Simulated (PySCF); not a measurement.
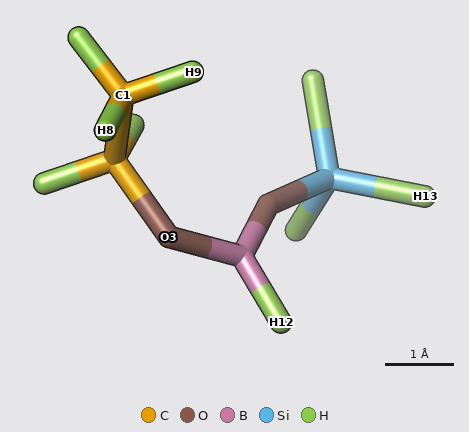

The structure as given in the input (stick view, seen at a tilt; atoms are numbered from 1 in the order of the input). Bond lengths as drawn: B–H 1.18 Å, B–O 1.34 Å, C–C 1.52 Å, C–H 1.09 to 1.10 Å, C–O 1.42 Å, H–Si 1.46 Å and O–Si 1.61 Å.

**NMR shielding calculation of C$_{2}$H$_{9}$BO$_{2}$Si**

- system: C$_{2}$H$_{9}$BO$_{2}$Si, SMILES CCOBO[SiH3]
- method: GIAO PBE0/pcSseg-1 NMR shielding, non-relativistic, gas phase (PySCF 2.14.0)

The geometry comes from this level: GFN2-xTB. It belongs to a series of runs on one base structure; here: Si replaced by C. Figures and captions count atoms from 1; the log counts them from 0 in places.

What the program printed
```
coarse grid: 12640 points
cycle   1  E = -545.8922636151  dE =  6.219e-01  |g| = 8.481e-01  |ddm| = 3.237e+00
cycle   2  E = -545.7366941161  dE =  1.556e-01  |g| = 1.255e+00  |ddm| = 1.470e+00
cycle   3  E = -546.0196728493  dE = -2.830e-01  |g| = 7.494e-02  |ddm| = 9.742e-01
cycle   4  E = -546.0205661004  dE = -8.933e-04  |g| = 3.336e-02  |ddm| = 6.849e-02
cycle   5  E = -546.0208212435  dE = -2.551e-04  |g| = 6.576e-03  |ddm| = 2.606e-02
cycle   6  E = -546.0208281780  dE = -6.934e-06  |g| = 2.869e-03  |ddm| = 5.046e-03
final grid: 116320 points
cycle   7  E = -546.0759680888  dE = -2.911e-05  |g| = 1.114e-02  |ddm| = 2.075e-02
cycle   8  E = -546.0759463564  dE =  2.173e-05  |g| = 1.581e-02  |ddm| = 1.518e-02
cycle   9  E = -546.0759907205  dE = -4.436e-05  |g| = 1.045e-03  |ddm| = 9.445e-03
cycle  10  E = -546.0759909450  dE = -2.244e-07  |g| = 2.267e-04  |ddm| = 8.744e-04
cycle  11  E = -546.0759909532  dE = -8.258e-09  |g| = 9.684e-05  |ddm| = 1.928e-04
cycle  12  E = -546.0759909548  dE = -1.553e-09  |g| = 2.798e-05  |ddm| = 7.678e-05
cycle  13  E = -546.0759909549  dE = -1.588e-10  |g| = 5.313e-06  |ddm| = 2.267e-05
```

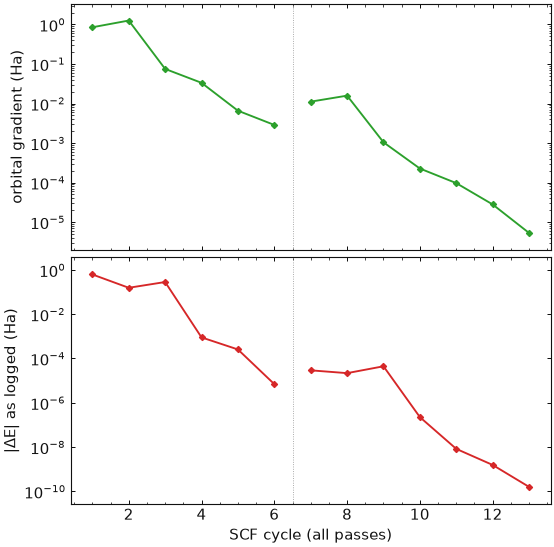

Convergence of the self-consistent field: orbital gradient and size of the energy change against the SCF cycle. The dotted line marks the change from a coarse to the final integration grid. The first 6 cycles use a coarse grid, the final grid takes over at cycle 7, and the field converges after 13 cycles in all.

```
converged SCF energy = -546.0759909549

GIAO shielding tensors (ppm)
atom      isotropic    diamagn.    paramagn.     s11        s22        s33       span
  0 C      166.402     248.182     -81.780    148.378    165.276    185.551     37.172
  1 C      126.054     246.357    -120.303     91.862    120.291    166.008     74.146
  2 O      178.005     395.283    -217.278     36.802    187.246    309.967    273.166
  3 B       79.426     197.980    -118.554     65.100     79.371     93.807     28.707
  4 O      241.123     397.882    -156.758    104.083    252.579    366.709    262.626
  5 Si     394.986     880.002    -485.015    355.978    367.198    461.783    105.805
  6 H       30.711      28.892       1.819     26.937     27.724     37.472     10.535
  7 H       30.083      28.703       1.380     26.471     28.064     35.715      9.244
  8 H       30.569      31.606      -1.037     26.682     29.747     35.277      8.595
  9 H       26.948      32.891      -5.943     22.110     29.167     29.567      7.457
 10 H       27.836      29.512      -1.676     23.073     27.356     33.080     10.006
 11 H       27.630      30.903      -3.273     23.978     27.546     31.367      7.389
 12 H       26.428      28.715      -2.286     23.369     24.824     31.092      7.723
 13 H       26.540      28.555      -2.016     23.255     24.942     31.422      8.167
 14 H       26.547      29.859      -3.312     22.888     25.709     31.044      8.155
```

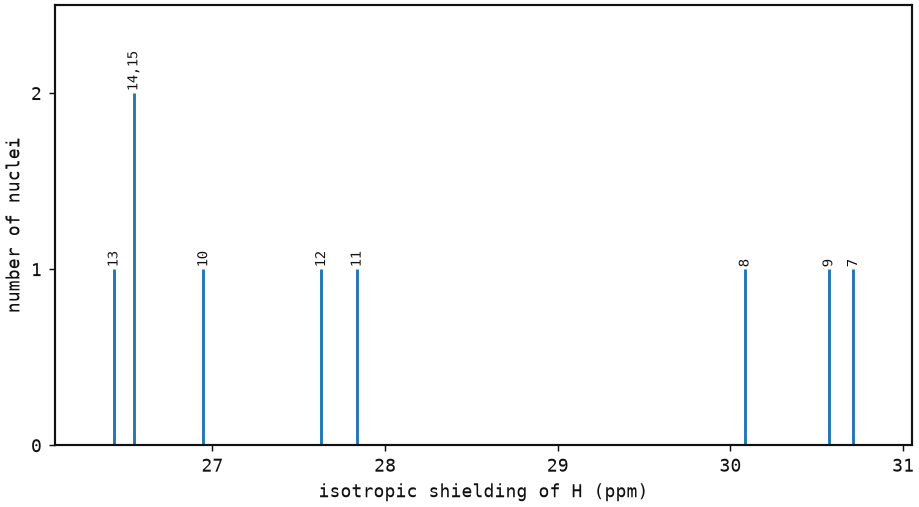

Isotropic shieldings of the hydrogen nuclei in this fixed geometry, labelled by atom number; shielding grows to the right, so chemical shift grows to the left. The least shielded is H13 (26.4 ppm), the most shielded H7 (30.7 ppm).

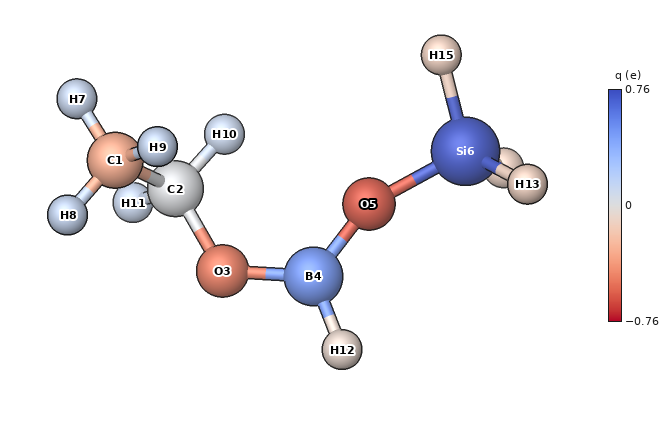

Mulliken charges, as the colour of each atom (ball-and-stick view, seen on its broad side; atoms are numbered from 1 in the order of the input). By element: C −0.30 to +0.01, O −0.59 to −0.48, B +0.48, Si +0.72 and H −0.12 to +0.12 e.

This output came from the following input.

Input
```
{"job": {"kind": "nmr", "xc": "PBE0", "basis": "pcSseg-1"}, "charge": 0, "multiplicity": 1}
C     -2.453857    -0.082832     0.063468
C     -1.346356     0.017065    -0.978978
O     -0.541707    -1.148300    -0.952770
B      0.736940    -1.163004    -0.563434
O      1.390797    -0.056181    -0.188149
Si     2.659856     0.808676     0.280952
H     -3.094369     0.793503     0.009068
H     -3.051007    -0.973293    -0.114933
H     -2.023366    -0.149179     1.059558
H     -0.730175     0.904983    -0.797561
H     -1.779425     0.083023    -1.983617
H      1.260899    -2.216376    -0.577933
H      3.445640     0.073782     1.274027
H      3.452538     1.097496    -0.914559
H      2.069178     2.018627     0.857293
```

The first line tells a small driver script what to run in PySCF; the rest is the geometry in Å.

Command:
```bash
OMP_NUM_THREADS=1 python <driver script> task.json out
```

Summary

| quantity | value |
| --- | --- |
| outcome | converged |
| total energy | −546.075991 hartree |
| HOMO | −8.54 eV |
| LUMO | 0.38 eV |
| dipole moment | 1.68 D |
| isotropic shielding, C | 126.1 to 166.4 ppm |
| isotropic shielding, O | 178.0 to 241.1 ppm |
| isotropic shielding, B | 79.4 ppm |
| isotropic shielding, Si | 395.0 ppm |
| isotropic shielding, H | 26.4 to 30.7 ppm |
| hardware | 1 CPU thread, shared host |
| wall time | 31 s |
| peak memory | 0.72 GiB |
